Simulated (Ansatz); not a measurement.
# [PH2]− (phosphanide) at CCSD/3-21G

What is the vertical singlet–triplet gap of [PH2]− (phosphanide) at CCSD/3-21G? 

Program for the calculation: Ansatz 0.2.0.

2 further runs of the same task are left out: 2 that didn't finish.

## (1) The system as given

The species is [PH2]− (3 atoms), meant as a singlet with charge -1. As SMILES, `[PH2-]`. Geometry: relaxed at GFN2-xTB.

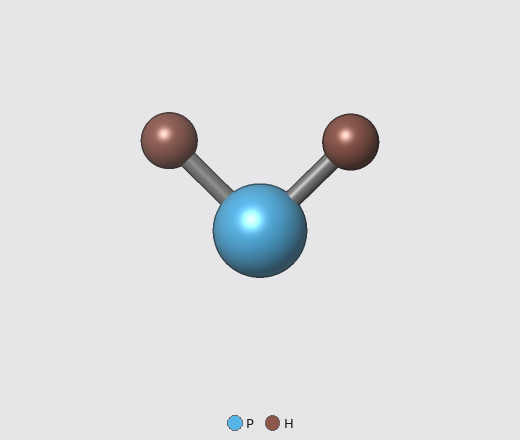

Viewed from a chosen angle; phosphorus blue, hydrogen brown.

## (2) The energy at CCSD/3-21G

Input file input.yaml:

```yaml
crystal:
  periodic: [false, false, false]
  atoms:
    - {symbol: P, position_ang: [0.498920, -0.293580, 0.245050]}
    - {symbol: H, position_ang: [0.105590, 0.990220, 0.165130]}
    - {symbol: H, position_ang: [-0.604500, -0.696650, -0.410180]}
basis:
  gaussian:
    orbitals: 3-21G.json
total_charge: -1
correlation:
  method: ccsd
  frozen_orbitals: {H: 0, P: 5}
accuracy: high
scf:
  omitted_lower_state_checks: [cluster_reference, increment]
```

The basis set 3-21G is read from a file made from the Basis Set Exchange's data (not shown).

The run is started by

```console
$ ansatz run input.yaml --threads 1 --pin off --max-ram 2610MiB --events-out events.jsonl --progress --plain --runs-dir runs
```

Log:

```text
Warning: RAYON_NUM_THREADS=1 ignored (pool sized by the plan → 1); use --threads N
Functional definition: HF
  name "HF"
  exchange = exact_x
  correlation = 0
these checks for a lower state are left out or cut short: cluster_reference, increment
323 factors; integrals over basis functions are off by at most 2.1e-9 eV
mean field evaluation 1: about -9254.0894 eV, gradient 1.1e1 eV
mean field evaluation 2: about -9254.0911 eV, gradient 1.1e1 eV
mean field evaluation 4: about -9254.6157 eV, gradient 3.5e-1 eV
mean field evaluation 8: about -9254.6160 eV, gradient 2.3e-6 eV
mean field -9254.61600374 eV, -340.1008651335 hartree, gradient 2.4e-8 eV, S^2 0.000000; 0 other end points of the search recorded, 0 dependent functions left out
5 core orbitals not correlated: weight in the atoms' cores, before any rotation towards them, 1.000 or more for the frozen orbitals, at most 0.000 for the correlated occupied ones
reference -9254.61600374 eV, -340.1008651335 hartree; 4, 4 occupied and 8, 8 virtual orbitals, 323 factors
second order -1.52016056 eV of doubles, -0.00000000 eV of singles
cycle   1  -1.82408073 eV  change   -3.0e-1 eV  update   4.1e-2
cycle   2  -1.94271340 eV  change   -1.2e-1 eV  update   1.5e-2
cycle   3  -1.94550182 eV  change   -2.8e-3 eV  update   2.8e-3
cycle   4  -1.94573949 eV  change   -2.4e-4 eV  update   6.0e-4
cycle   5  -1.94559349 eV  change    1.5e-4 eV  update   1.4e-4
cycle   6  -1.94562345 eV  change   -3.0e-5 eV  update   3.2e-5
cycle   7  -1.94562507 eV  change   -1.6e-6 eV  update   4.9e-6
cycle   8  -1.94562328 eV  change    1.8e-6 eV  update   9.1e-7
cycle   9  -1.94562383 eV  change   -5.6e-7 eV  update   2.0e-7
cycle  10  -1.94562368 eV  change    1.6e-7 eV  update   4.2e-8
cycle  11  -1.94562366 eV  change    2.0e-8 eV  update   1.6e-8
cycle  12  -1.94562366 eV  change  -9.0e-10 eV  update   7.6e-9
cycle  13  -1.94562344 eV  change    2.2e-7 eV  update   6.8e-8
cycle  14  -1.94562334 eV  change    9.6e-8 eV  update   2.4e-8
cycle  15  -1.94562334 eV  change    2.8e-9 eV  update   3.5e-9
cycle  16  -1.94562334 eV  change   -1.2e-9 eV  update  6.3e-10
cycle  17  -1.94562334 eV  change   2.9e-11 eV  update  1.8e-10
Total energy: -9256.56162708 eV, -340.1723654724 hartree
Checks for a lower state left out: cluster_reference, increment
```

It took 0.18 s on 1 thread of Arm Neoverse V1, shared host.

## (3) The triplet

Input file in.yaml:

```yaml
basis:
  gaussian:
    orbitals: 3-21G.json
crystal:
  periodic: [false, false, false]
  atoms:
    - {symbol: P, position_ang: [0.498920, -0.293580, 0.245050]}
    - {symbol: H, position_ang: [0.105590, 0.990220, 0.165130]}
    - {symbol: H, position_ang: [-0.604500, -0.696650, -0.410180]}
total_charge: -1
magnetization:
  spin_polarized: true
  initial_magnetization: 2
correlation:
  method: ccsd
  frozen_orbitals: {H: 0, P: 5}
accuracy: high
scf:
  omitted_lower_state_checks: [cluster_reference, increment]
```

The basis set 3-21G is read from a file made from the Basis Set Exchange's data (not shown).

The run is started by

```console
$ ansatz run in.yaml --threads 1 --pin off --max-ram 2610MiB --events-out events.jsonl --progress --plain --runs-dir runs
```

Log:

```text
Warning: RAYON_NUM_THREADS=1 ignored (pool sized by the plan → 1); use --threads N
Functional definition: HF
  name "HF"
  exchange = exact_x
  correlation = 0
these checks for a lower state are left out or cut short: cluster_reference, increment
323 factors; integrals over basis functions are off by at most 2.1e-9 eV
mean field evaluation 1: about -9249.4882 eV, gradient 8.2e0 eV
mean field evaluation 2: about -9249.4996 eV, gradient 8.2e0 eV
mean field evaluation 4: about -9250.0772 eV, gradient 6.2e-1 eV
mean field evaluation 8: about -9250.0829 eV, gradient 2.3e-5 eV
mean field evaluation 16: about -9250.0761 eV, gradient 3.6e-1 eV
mean field -9250.08288670 eV, -339.9342761549 hartree, gradient 2.7e-8 eV, S^2 2.008957; 2 other end points of the search recorded, 0 dependent functions left out
5 core orbitals not correlated: weight in the atoms' cores, before any rotation towards them, 1.000 or more for the frozen orbitals, at most 0.000 for the correlated occupied ones
reference -9250.08288670 eV, -339.9342761549 hartree; 5, 3 occupied and 7, 9 virtual orbitals, 323 factors
second order -1.22460827 eV of doubles, -0.00000000 eV of singles
cycle   1  -1.50019223 eV  change   -2.8e-1 eV  update   3.9e-2
cycle   2  -1.61346601 eV  change   -1.1e-1 eV  update   1.6e-2
cycle   3  -1.61703771 eV  change   -3.6e-3 eV  update   4.3e-3
cycle   4  -1.61751882 eV  change   -4.8e-4 eV  update   1.3e-3
cycle   5  -1.61730409 eV  change    2.1e-4 eV  update   3.2e-4
cycle   6  -1.61745762 eV  change   -1.5e-4 eV  update   7.9e-5
cycle   7  -1.61743237 eV  change    2.5e-5 eV  update   2.7e-5
cycle   8  -1.61742614 eV  change    6.2e-6 eV  update   7.3e-6
cycle   9  -1.61743092 eV  change   -4.8e-6 eV  update   1.9e-6
cycle  10  -1.61742930 eV  change    1.6e-6 eV  update   5.1e-7
cycle  11  -1.61742919 eV  change    1.1e-7 eV  update   2.0e-7
cycle  12  -1.61742928 eV  change   -9.5e-8 eV  update   1.1e-7
cycle  13  -1.61742932 eV  change   -3.5e-8 eV  update   7.0e-8
cycle  14  -1.61742929 eV  change    2.8e-8 eV  update   4.5e-8
cycle  15  -1.61742927 eV  change    1.5e-8 eV  update   2.1e-8
cycle  16  -1.61742927 eV  change    1.6e-9 eV  update   1.2e-8
cycle  17  -1.61742928 eV  change   -6.1e-9 eV  update   5.3e-8
cycle  18  -1.61742931 eV  change   -3.2e-8 eV  update   2.4e-8
cycle  19  -1.61742931 eV  change   -1.4e-9 eV  update   7.2e-9
cycle  20  -1.61742931 eV  change    2.8e-9 eV  update   2.4e-9
cycle  21  -1.61742931 eV  change   6.7e-10 eV  update  4.7e-10
Total energy: -9251.70031601 eV, -339.9937155856 hartree
Checks for a lower state left out: cluster_reference, increment
```

It took 0.26 s on 1 thread of Arm Neoverse V1, shared host.

## (4) Results

At CCSD/3-21G, 5 core orbitals frozen:

```
                                            quantity          value
                               singlet: total energy  -340.17237 Eh
singlet: correlation energy (5 core orbitals frozen)      -71.5 mEh
                              singlet: T1 diagnostic          0.005
                               triplet: total energy  -339.99372 Eh
triplet: correlation energy (5 core orbitals frozen)      -59.4 mEh
          triplet: ⟨S²⟩ of the reference determinant          2.009
                              triplet: T1 diagnostic          0.006
    vertical energy of the triplet above the singlet       4.861 eV
```

What this shows: At this shape the triplet lies 4.86 eV (469 kJ/mol) above the singlet. For an anion a state so high probably lies above electron detachment.
